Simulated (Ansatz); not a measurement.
System: Bi5Au.

The calculation's input:

```
crystal:
  lattice:
    - [-3.540327, -4.277568, 3.768694]
    - [-4.978491, 4.35511, -5.224733]
    - [1.006395, -5.586642, -5.511939]
  atoms:
    - { symbol: Au, position: [0.8053193268, 0.0001071138, 0.5870491883] }
    - { symbol: Au, position: [0.2769844164, 0.9970161721, 0.587224656] }
    - { symbol: Bi, position: [0.6293662907, 0.6568705335, 0.7055955535] }
    - { symbol: Bi, position: [0.092728124, 0.6549360934, 0.7053140774] }
    - { symbol: Bi, position: [0.7547051471, 0.8807209438, 0.2429769031] }
    - { symbol: Bi, position: [0.214477275, 0.8813570224, 0.2422936448] }
    - { symbol: Bi, position: [0.9841038955, 0.3386951283, 0.4600509425] }
    - { symbol: Bi, position: [0.4438683198, 0.33828595, 0.4623707784] }
    - { symbol: Bi, position: [0.5295732694, 0.5011752253, 0.0811283628] }
    - { symbol: Bi, position: [0.0648476242, 0.5035506803, 0.0803903288] }
    - { symbol: Bi, position: [0.3686066925, 0.1210194548, 0.926854428] }
    - { symbol: Bi, position: [0.830098502, 0.1213848095, 0.9276497059] }
basis:
  ecutwfc: 420
kpoints:
  mp_grid: { grid: [5, 5, 4] }
hamiltonian:
  xc: pbe
scf:
  occupations: { method: gaussian, width: 0.1 }
  n_extra_bands: 8
output:
  forces: true
  stress: true
  eigenvalues: true
  populations: true
  dos:
    method: { smearing: { sigma: 0.1, scheme: gaussian } }
    projected: true
    de: 0.02
  write_density: true
  write_potential: true
  elf: true
  volumetric_format: npy
```

Run with:

```sh
ansatz run input.yaml --threads 4 --pin off --max-ram 9216MiB --backend cpu --events-out ev --progress --plain --runs-dir out
```

Below, planes, directions and counts refer to the conventional cell (a = 6.71 Å, b = 7.91 Å, c = 8.43 Å, α = 90.47°, β = 111.46°, γ = 90.47°).

Space group P1; a generated structure, not necessarily the stable one.

All numbers below come from DFT PBE, scalar-relativistic, plane waves, PAW (Ansatz 0.2.0).

> Predict the valence pseudo-density and electron localisation function between the atoms.

Bi–Bi (3.13 Å): ρ is about 0.28 e/Å³ halfway; the ELF reaches about 0.55 near the midpoint.

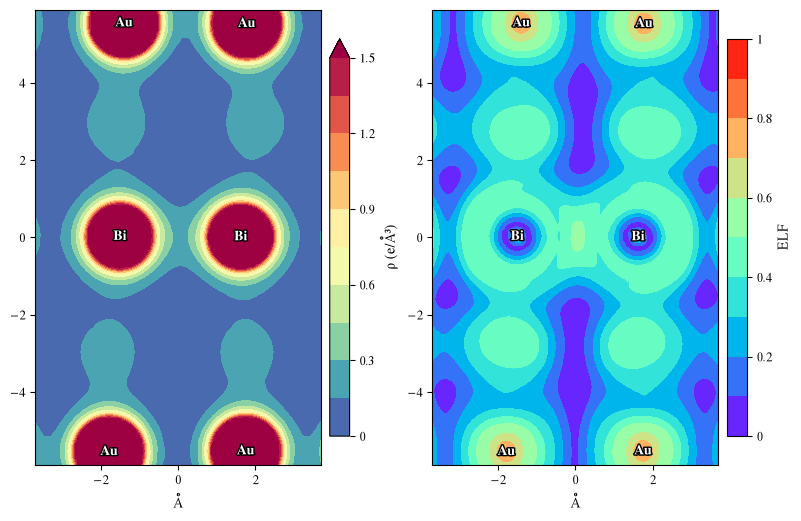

Computed valence pseudo-density and electron localisation function on the (011̄) plane of the conventional cell, in this order. 
